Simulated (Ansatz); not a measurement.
# BaPtAu in the AlB2 type: phonon-mediated transition temperature

Aim: the phonon-mediated transition temperature of BaPtAu in the AlB2 type at ambient pressure, over a range of μ*. The cell shown first is a relaxed one, from steps not shown here.

Method: DFT PBEsol, scalar-relativistic, plane waves, PAW; PAW set soft_1, in Ansatz 0.2.0.

The structure was built from a prototype and need not be the compound's stable phase.

In doubt: the program doubts the meshes or the phonons of the coupling sums, which bears on λ, Tc and transport values.

## 1. The cell after earlier relaxation steps

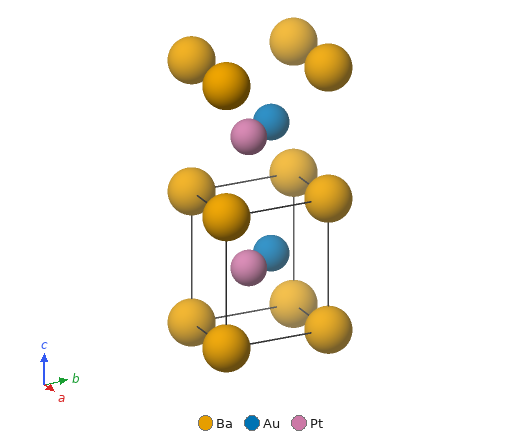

The starting structure, seen slightly off an axis (barium orange, gold blue, platinum pink). 1×1×2 cells are drawn. Some periodic images of atoms are drawn too.

## 2. Coupling and resistivity: q 3×3×2, k 6×6×6, scattering 8×8×8

The run that gives the couplings also evaluates McMillan's and Allen and Dynes's formulas and, where asked, the Eliashberg equations, over a range of μ*.

input.yaml reads:

```yaml
crystal:
  lattice:
    - [4.5861807611, 0.0, 0.0]
    - [-2.2930903805, 3.9717490454, 0.0]
    - [0.0, 0.0, 4.30574094]
  atoms:
    - { symbol: Ba, position: [0.0, 0.0, 0.0] }
    - { symbol: Au, position: [0.3333333333, 0.6666666667, 0.5] }
    - { symbol: Pt, position: [0.6666666667, 0.3333333333, 0.5] }
kpoints:
  mp_grid: { grid: [6, 6, 6] }
hamiltonian:
  xc: pbesol
  pseudopotentials: { kind: paw, azcp: { folder: soft_1 }, xc_functional: pbe }
scf:
  occupations: { method: methfessel_paxton, width: 0.2 }
output:
  eigenvalues: true
phonons:
  method: dfpt
  qmesh: [3, 3, 2]
  temperatures: { t_max: 1000, t_step: 50 }
  qpath:
    path:
      - [[0.0, 0.0, 0.0], [0.5, 0.0, 0.0], [0.33333333, 0.33333333, 0.0], [0.0, 0.0, 0.0], [0.0, 0.0, 0.5], [0.5, 0.0, 0.5], [0.33333333, 0.33333333, 0.5], [0.0, 0.0, 0.5]]
      - [[0.5, 0.0, 0.5], [0.5, 0.0, 0.0]]
      - [[0.33333333, 0.33333333, 0.5], [0.33333333, 0.33333333, 0.0]]
    npoints: 10
  electrical_resistivity:
    mesh: [8, 8, 8]
    temperatures: [20.0, 50.0, 77.0, 100.0, 150.0, 200.0, 300.0, 400.0, 600.0, 800.0]
  superconductivity: { mesh: [8, 8, 8] }
```

Started as:

```bash
> ansatz run input.yaml --threads 4 --pin off --max-ram 12288MiB --backend cpu --events-out ev --progress --plain --runs-dir out
```

Numbers of over 12 decimals in the logs are rounded to 6 here.

The log of the run:

```text
Engine: ansatz 0.2.0, x86_64-unknown-linux-gnu
Pseudopotentials: kind: paw
Pseudopotential: Ba, paw, valence charge 10, recommended cutoff 420 eV (normal), soft_1/Ba.paw.azcp
Pseudopotential: Au, paw, valence charge 19, recommended cutoff 420 eV (normal), soft_1/Au.paw.azcp
Pseudopotential: Pt, paw, valence charge 18, recommended cutoff 420 eV (normal), soft_1/Pt.paw.azcp
Functional definition: PBEsol
  exchange = pbesol_x
  correlation = pbesol_c
Crystal: 3 atoms, lattice volume = 78.430 Å³
Basis set: ecut = 420 eV, 1557 PW (Γ), exchange–correlation on 64×64×60 points (8 copies of the dense FFT grid, shifted against one another)
Bands: 29, of which v1, the nominal top of the filled ones, is band 24 counted from 1 (23 counted from 0)
Symmetry: 12 space group operations
k-points: 28 of 216 (time reversal used)
Non-local potential: Ba, projectors of the file, l = 0: 3, l = 1: 2, l = 2: 2, l = 3: 2
Non-local potential: Au, projectors of the file, l = 0: 3, l = 1: 2, l = 2: 2, l = 3: 1
Non-local potential: Pt, projectors of the file, l = 0: 3, l = 1: 2, l = 2: 2, l = 3: 1
PAW form: soft (Blöchl's): semilocal exchange-correlation on the pseudo side does not see the compensation charge
PAW frozen core: Ba, regenerated for the run's functional, and the local potential with it (the file was generated under x = pbe(κ = 0.804, μ = 0.219515), c = pbe(β = 0.066725))
PAW frozen core: Au, regenerated for the run's functional, and the local potential with it (the file was generated under x = pbe(κ = 0.804, μ = 0.219515), c = pbe(β = 0.066725))
PAW frozen core: Pt, regenerated for the run's functional, and the local potential with it (the file was generated under x = pbe(κ = 0.804, μ = 0.219515), c = pbe(β = 0.066725))
PAW one-centre angular grid: Ba, 194 points (default); XC on 64 Gauss nodes
PAW one-centre angular grid: Au, 590 points (default); XC on 64 Gauss nodes
PAW one-centre angular grid: Pt, 590 points (default); XC on 64 Gauss nodes
Initial density: superposition of atomic densities (chi_scale 0.1, normalization cell, long waves kept (reshape's long-wave potential 0.00 eV rms))
Initial wavefunctions: pseudopotential atomic-orbital guess
Functional: x = pbesol(κ = 0.804, μ = 0.123457), c = pbesol(β = 0.046)
SCF iter   1: F=—  HF=-31268.734474 eV  |F-HF|=—  |Δ(HF+E_count)|=         —  Δρ=2.08e-1  dr2=6.90e1  ethr=3.10e-3  ⟨swp⟩=8.2  Hψ=4040  notcnv=0
preconditioner: auto → Kerker (q_TF=auto, 2.505 Å⁻¹)  [metal: Δε(μ)=0.013 eV  Ē_g=7.236 eV  σ=0.200 eV  W_gap=0.05  n_scr=20 (ndim 8)  ℏωp=22.6 eV  f_vac=0.000  D(μ)=2.76/eV (n_scr^D=20)]
SCF iter   2: F=—  HF=-31261.602938 eV  |F-HF|=—  |Δ(HF+E_count)|=    7.13e0  S|Δr|=    0.00e0  Δρ=1.01e-1  dr2=1.80e1  ethr=3.10e-3  ⟨swp⟩=3.2  Hψ=1902  notcnv=0  defer=9
SCF iter   3: F=—  HF=-31259.129049 eV  |F-HF|=—  |Δ(HF+E_count)|=    2.47e0  S|Δr|=    0.00e0  Δρ=2.68e-2  dr2=1.26e0  ethr=3.10e-3  ⟨swp⟩=3.9  Hψ=1582  notcnv=0  defer=10
SCF iter   4: F=—  HF=-31258.786740 eV  |F-HF|=—  |Δ(HF+E_count)|=   3.42e-1  S|Δr|=    0.00e0  Δρ=1.20e-2  dr2=1.37e-1  ethr=2.67e-3  ⟨swp⟩=2.9  Hψ=1423  notcnv=0  defer=18
SCF iter   5: F=—  HF=-31258.759644 eV  |F-HF|=—  |Δ(HF+E_count)|=   2.71e-2  S|Δr|=    0.00e0  Δρ=3.99e-3  dr2=3.40e-2  ethr=2.92e-4  ⟨swp⟩=2.4  Hψ=1307  notcnv=0  defer=18
SCF iter   6: F=—  HF=-31258.750233 eV  |F-HF|=—  |Δ(HF+E_count)|=   9.41e-3  S|Δr|=    0.00e0  Δρ=1.01e-3  dr2=2.01e-3  ethr=7.23e-5  ⟨swp⟩=2.0  Hψ=1052  notcnv=0  defer=18
SCF iter   7: F=—  HF=-31258.749917 eV  |F-HF|=—  |Δ(HF+E_count)|=   3.16e-4  S|Δr|=    0.00e0  Δρ=3.32e-4  dr2=1.61e-4  ethr=4.27e-6  ⟨swp⟩=2.0  Hψ=1097  notcnv=0  defer=18
SCF iter   8: F=—  HF=-31258.749923 eV  |F-HF|=—  |Δ(HF+E_count)|=   5.65e-6  S|Δr|=    0.00e0  Δρ=1.54e-4  dr2=3.35e-5  ethr=3.43e-7  ⟨swp⟩=2.1  Hψ=934  notcnv=0  defer=18
SCF iter   9: F=—  HF=-31258.749923 eV  |F-HF|=—  |Δ(HF+E_count)|=   5.15e-7  S|Δr|=    0.00e0  Δρ=3.83e-5  dr2=1.84e-6  ethr=7.14e-8  ⟨swp⟩=2.3  Hψ=1194  notcnv=0  defer=18
SCF iter  10: F=—  HF=-31258.749924 eV  |F-HF|=—  |Δ(HF+E_count)|=   4.82e-7  S|Δr|=    0.00e0  Δρ=8.40e-6  dr2=1.12e-7  ethr=3.92e-9  ⟨swp⟩=2.1  Hψ=1244  notcnv=0  defer=19
[...]
the search or the solves at the SCF's close seem to have found levels that the self-consistency loop had missed (the run counts 1). By its estimate they hold under 1e-12 electrons; where the run keeps them, the occupations were computed again with them
SCF 1 converged in 14 iterations: F = -31258.749924 eV  dr2 = 7.94e-12
  greatest PAW one-centre occupation: 1.000 electrons in one spin orbital (limit 2), on the Au atom at site 1 (counted from 0), in its partial waves of l = 0
phonons: the bands overlap, so this run is a metal and interpolates without the dipole-dipole term. If the crystal is really an insulator or semiconductor, its LO-TO splitting is missing
NSCF: frozen V_eff on 28 k-points
NSCF: frozen V_eff on 52 k-points
[...]
mean free path at 77 K (of a tensor a third of its trace): 46.6 nm by what each carries, 43.7 by the Fermi surface alone
  Hall coefficient in a weak field at 77 K (a third of the trace): -3.993e-10 m³/C (as a tensor it moves by 35.4 % between the two finest meshes); by each state's relaxation time: -3.435e-10 m³/C; by a constant relaxation time: -5.156e-10 m³/C
  mean free path at 100 K (of a tensor a third of its trace): 33.4 nm by what each carries, 31.4 by the Fermi surface alone
  Hall coefficient in a weak field at 100 K (a third of the trace): -4.264e-10 m³/C (as a tensor it moves by 33.6 % between the two finest meshes); by each state's relaxation time: -3.675e-10 m³/C; by a constant relaxation time: -5.154e-10 m³/C
  mean free path at 150 K (of a tensor a third of its trace): 21.0 nm by what each carries, 19.7 by the Fermi surface alone
  Hall coefficient in a weak field at 150 K (a third of the trace): -4.536e-10 m³/C (as a tensor it moves by 31.9 % between the two finest meshes); by each state's relaxation time: -3.913e-10 m³/C; by a constant relaxation time: -5.149e-10 m³/C
  mean free path at 200 K (of a tensor a third of its trace): 15.4 nm by what each carries, 14.5 by the Fermi surface alone
  Hall coefficient in a weak field at 200 K (a third of the trace): -4.647e-10 m³/C (as a tensor it moves by 31.0 % between the two finest meshes); by each state's relaxation time: -4.010e-10 m³/C; by a constant relaxation time: -5.147e-10 m³/C
  mean free path at 300 K (of a tensor a third of its trace): 10.1 nm by what each carries, 9.49 by the Fermi surface alone
  Hall coefficient in a weak field at 300 K (a third of the trace): -4.744e-10 m³/C (as a tensor it moves by 29.6 % between the two finest meshes); by each state's relaxation time: -4.095e-10 m³/C; by a constant relaxation time: -5.145e-10 m³/C
  mean free path at 400 K (of a tensor a third of its trace): 7.52 nm by what each carries, 7.05 by the Fermi surface alone
  Hall coefficient in a weak field at 400 K (a third of the trace): -4.790e-10 m³/C (as a tensor it moves by 28.5 % between the two finest meshes); by each state's relaxation time: -4.137e-10 m³/C; by a constant relaxation time: -5.142e-10 m³/C
  mean free path at 600 K (of a tensor a third of its trace): 4.95 nm by what each carries, 4.65 by the Fermi surface alone
  Hall coefficient in a weak field at 600 K (a third of the trace): -4.841e-10 m³/C (as a tensor it moves by 26.5 % between the two finest meshes); by each state's relaxation time: -4.187e-10 m³/C; by a constant relaxation time: -5.126e-10 m³/C
  mean free path at 800 K (of a tensor a third of its trace): 3.71 nm by what each carries, 3.47 by the Fermi surface alone
  Hall coefficient in a weak field at 800 K (a third of the trace): -4.948e-10 m³/C (as a tensor it moves by 23.2 % between the two finest meshes); by each state's relaxation time: -4.296e-10 m³/C; by a constant relaxation time: -5.100e-10 m³/C
  the resistivity times a path that all electrons share, by the Fermi surface of the deck's mesh alone (a third of the trace): 3.125e-15 Ω·m²
  not converged in the mesh (λ; λ_tr; the resistivity at 20 K by 44.95 %; the resistivity at 50 K by 72.90 %; the resistivity at 77 K by 78.01 %; the resistivity at 100 K by 79.73 %; the resistivity at 150 K by 81.47 %; the resistivity at 200 K by 82.52 %; the resistivity at 300 K by 84.01 %; the resistivity at 400 K by 84.74 %; the resistivity at 600 K by 84.00 %; the resistivity at 800 K by 81.46 %): between neighb [...]
  vibrations of 18 cells: unjudged by the run; compare a larger repeat
  the changes of the potential over all sites missed a rigid shift's by 0.00 % (the site terms' by 0.02 %)
  at the force constants' own smearing the fine mesh and the k-points of their solves give squared frequencies that differ by 138.9 % of the larger at the most, at (0.3333, 0.3333, -0.5)
--- Superconductivity: potentials and phonons of a 3×3×2 supercell ---
           mesh         λ    ħω_log (meV)  μ* declared at (meV)
          8×8×8    0.2594           7.105               10.282
          4×4×4    0.2364           7.291                9.980
  λ by the species' shares of the modes' patterns: Ba 0.0519, Au 0.1039, Pt 0.1035
  with the Fermi level up to 18.7 meV (the hardest mode) off, states and modes as they are: density of states 0.6252 to 0.6694 /eV of one spin and cell, λ 0.2531 to 0.2612
  transition temperature on the deck's mesh (K), isotropic and anisotropic, restricted to the Fermi surface (FSR) and over the full bandwidth (FBW), and the last with the density of states resolved in a narrower window:
        μ*   McMillan   Allen–Dynes      iso. FSR      iso. FBW    aniso. FSR    aniso. FBW  narrow window
      0.08      0.026         0.027    none_found    none_found    none_found    none_found     none_found
      0.10      0.007         0.007    none_found    none_found    none_found    none_found     none_found
      0.12      0.001         0.001    none_found    none_found    none_found    none_found     none_found
      0.13      0.000         0.000    none_found    none_found    none_found    none_found     none_found
      0.14      0.000         0.000    none_found    none_found    none_found    none_found     none_found
      0.16      0.000         0.000    none_found    none_found    none_found    none_found     none_found
      0.20      0.000         0.000    none_found    none_found    none_found    none_found     none_found
  none_found: no transition down to 0.1 K
  isotope coefficients −∂ln Tc/∂ln M under μ* = 0.13, the force constants as they are, of the isotropic transitions restricted to the Fermi surface and over the full bandwidth: Ba - and -, Au - and -, Pt - and -
  not converged in the mesh (λ): between neighbouring meshes, the two finest first, λ moves by 8.84 % and the anisotropic transition temperature over the full bandwidth at μ* = 0.13 by nothing (neither mesh has one); converged means that the two finest part by at most 2.00 % and 5.00 %
  vibrations of 18 cells: unjudged by the run; compare a larger repeat
  the changes of the potential over all sites missed a rigid shift's by 0.00 % (the site terms' by 0.02 %)
  at the force constants' own smearing the fine mesh and the k-points of their solves give squared frequencies that differ by 138.9 % of the larger at the most, at (0.3333, 0.3333, -0.5)
[key lines of the parts left out:]
SCF converged after 14 iterations
Free energy (F): -31258.749924 eV
Fermi energy:    13.082743 eV
```

Run time: 4.8 min. Hardware: 4 threads of Intel Xeon Platinum 8259CL at 2.50GHz (Skylake/Cascade Lake), shared host; peak memory 2.4 GiB; 18 min of CPU time.

Numbers from this step:

| Quantity | Value |
| --- | --- |
| volume per atom | 26.14 Å³/atom |
| metallic on mesh | yes |
| gap on the k-mesh | 0 eV |
| zero point energy | 0.04544 eV/cell |
| share of imaginary modes in the plain interpolation between solved wavevectors | 2.00e-4 |
| highest frequency, solved or plainly interpolated | 154.8 cm⁻¹ |
| Debye temperature (second moment) | 168 K |
| resistivity at 300 K | 31.12 μΩ cm, mean of the axes |
| coupling constant λ | 0.2594 |
| density of states at the Fermi level | 0.6552 states/eV a spin and cell |
| log mean phonon energy ħω_log | 7.105 meV |
| transport coupling constant λ_tr | 0.277, 0.277, 0.3031 (xx, yy, zz) |
| Drude plasma energy | 4.249, 4.249, 2.504 eV (xx, yy, zz) |
| resistivity times mean free path | 15.67, 15.67, 62.41 × 10⁻¹⁶ Ω m² (xx, yy, zz) |
| second-moment phonon energy ħω₂ | 10.28 meV |

An empty cell: under 1 mK by a formula, or no transition down to the floor of the Eliashberg search. Transition temperatures:

```csv
μ*,McMillan Tc (K),Allen–Dynes Tc (K)
0.08,0.0264,0.0266
0.1,0.00737,0.00744
0.12,0.00126,0.00127
0.13,-,-
0.14,-,-
0.16,-,-
0.2,-,-
```

The Eliashberg function α²F has structure finer than the step of the table below, so its rows give means over 1 meV, whole bins alone (the curve runs from 0.073 to 18.6 meV). Peaks (meV: height): α²F 6.9: 0.163, 8.1: 0.103, 13.2: 0.104, 16.0: 0.135, 18.4: 0.677; α²F tr 6.9: 0.254, 8.1: 0.140, 16.5: 0.128, 18.4: 0.717.

Eliashberg function α²F against phonon energy; means over each step:

```csv
phonon energy (meV),α²F,α²F tr
1,0.00102,5.3e-4
2,0.0146,0.0135
3,0.0375,0.0412
4,0.0484,0.0565
5,0.0695,0.0787
6,0.0441,0.0554
7,0.0963,0.152
8,0.0738,0.0941
9,0.0728,0.0685
10,0.0612,0.0594
11,0.0273,0.0340
12,0.0383,0.0439
13,0.0506,0.0313
14,6.4e-6,6.4e-6
15,0.0109,0.00889
16,0.119,0.0999
17,0.0827,0.0768
18,0.248,0.237
```

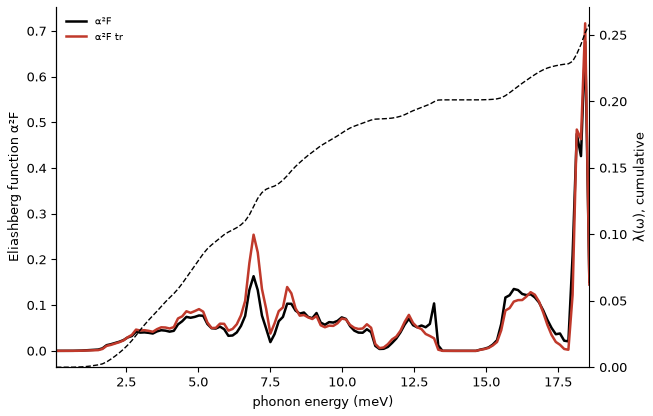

Eliashberg function α²F against phonon energy. The dashed line is the running λ.

The Eliashberg function α²F has structure finer than the step of the table below, so its rows give means over 1 meV, whole bins alone (the curve runs from 0.073 to 18.6 meV). Peaks (meV: height): α²F 6.9: 0.163, 13.2: 0.104, 16.0: 0.135, 18.4: 0.677; Ba 6.9: 0.0181, 9.1: 0.0519, 13.2: 0.0941, 16.0: 0.0116; Au 6.9: 0.066, 16.0: 0.075, 18.4: 0.344; Pt 6.9: 0.0793, 16.5: 0.0507, 18.4: 0.322.

Table of Eliashberg function α²F by phonon energy; means over each step:

```csv
phonon energy (meV),α²F,Ba,Au,Pt
1,0.00102,2.4e-4,3.8e-4,3.7e-4
2,0.0146,0.00114,0.00681,0.00672
3,0.0375,0.00265,0.0174,0.0174
4,0.0484,0.00637,0.0224,0.0197
5,0.0695,0.0120,0.0311,0.0264
6,0.0441,0.00502,0.0121,0.0270
7,0.0963,0.0102,0.0395,0.0466
8,0.0738,0.0117,0.0303,0.0318
9,0.0728,0.0388,0.0169,0.0171
10,0.0612,0.0405,0.0110,0.00979
11,0.0273,0.0218,0.00400,0.00141
12,0.0383,0.0257,0.00392,0.00866
13,0.0506,0.0404,0.00262,0.00757
14,6.4e-6,0,0,0
15,0.0109,8.6e-4,0.00657,0.00344
16,0.119,0.00857,0.0660,0.0442
17,0.0827,0.00261,0.0449,0.0353
18,0.248,0.00327,0.127,0.117
```

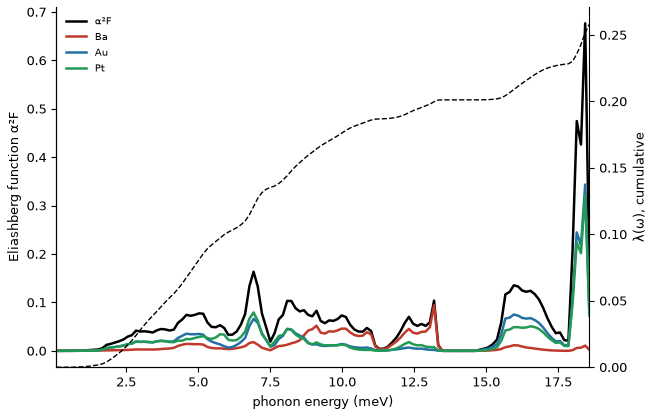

Eliashberg function α²F against phonon energy. The dashed line is the running λ.

## 3. What came out

```yaml
meshes: q 3×3×2, k 6×6×6, scattering 8×8×8
coupling_constant_lambda: 0.259
log_mean_phonon_energy_omega_log: 7.11 meV
allen_dynes_tc_at_mu_star_0p1: 0.00744 K
```

In the last run (PBEsol, q 3×3×2, k 6×6×6, scattering 8×8×8), with λ = 0.26 and ħω_log = 7.11 meV, Tc at μ* = 0.13 is under 1 mK by the formulas. In that run Allen and Dynes's formula gives no transition above 0.05 K at μ* = 0.10 or more. By the run's own test λ is not converged in the fine mesh: it moves by 9 % between the two finest. The run's transport test calls it not converged in the mesh; ρ(300 K) moves by 84 % in the component that moves most. In 1 of the runs shown, the last among them, the interpolated phonons dip below zero somewhere, which the program warns of. These meshes are coarse. No spin–orbit coupling, which matters for Au and Pt. The structure is a hand-built model. The compound is a prototype filled by a generator; whether it can be made, and whether it orders so, was not tested. μ* is a typed number, phonons are harmonic, and spin fluctuations are left out; at μ* = 0.13 McMillan's formula turns 1 % in λ into about 24 % in Tc.

[Logs are printed without paths, hosts, clocks, repeated set-up lines and the standing remarks that a program may print on its own settings, such as how far it seeks lower states.]

[Hosts, paths, dates, database ids (printed as entryN), source tags and the programs' standing remarks are cut or masked in the printed files.]
